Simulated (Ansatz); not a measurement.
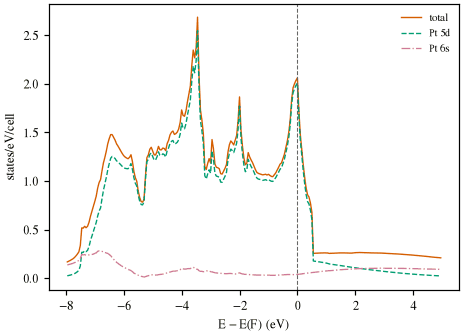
Figure. Total and projected density of states of Pt (fcc (Cu type), Fm-3m), the program Ansatz at the r²SCAN+D4 level (PAW)

Which orbitals carry the states next to the Fermi level?

Within 0.5 eV of the Fermi level: Pt 5d 96 %. Projections are on Löwdin-orthogonalised atomic valence shells; empty p or d shells of many metals are not among them.

Where is the tallest occupied peak in this window, and what makes it?

Near -3.4 eV, about 2.7 states/eV per cell; the largest projected share is Pt 5d.

Symmetry was held in the r²SCAN+D4 relaxation. No spin polarisation was allowed. The pairwise dispersion correction was not fitted to metals. Spin–orbit coupling is left out wherever it is not named.

Potentials: the later of the program's two PAW sets.
